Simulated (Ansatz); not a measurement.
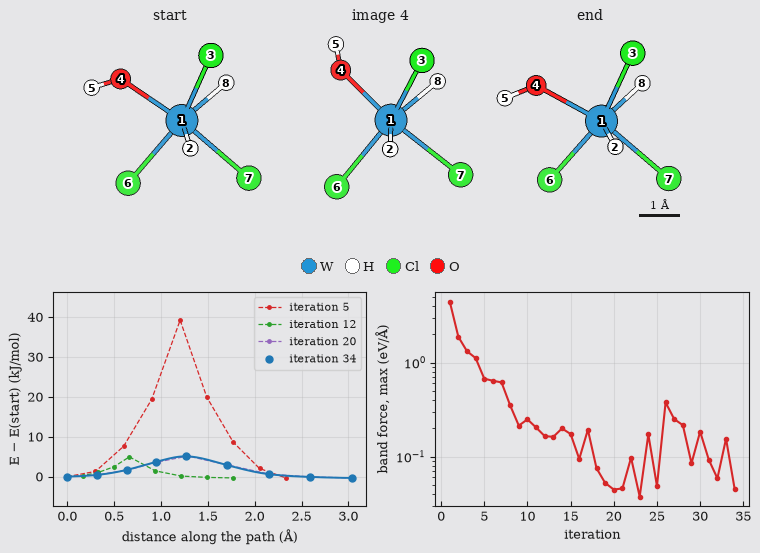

A search for the minimum-energy path of WH₃OCl₃ by the nudged elastic band. Images are numbered from 0 (start) to 8 (end). The plot follows the band through its iterations. Style: ball-and-stick. Shown at a tilt.

Method: RKS PBE/def2-SVP (Ansatz 0.2.0). Set-up: 7 movable images; climbing image; force threshold 0.05 eV/Å; iteration limit 60; starting path through a guess of the saddle point.

> How did the profile develop, and is the result final?

The result is final at these settings. The band converged in 34 iterations. The largest component of the band force went from 4.5 to 0.045 eV/Å. The climbing image converged on the top of the path. Its vibrational analysis gives one imaginary mode (138i cm⁻¹), as a transition state must have. The first iteration put the highest image at 283.48 kJ/mol. Forward barrier 5.09 kJ/mol, backward barrier 5.41 kJ/mol, with image 4 at the top; the reaction energy is −0.32 kJ/mol.
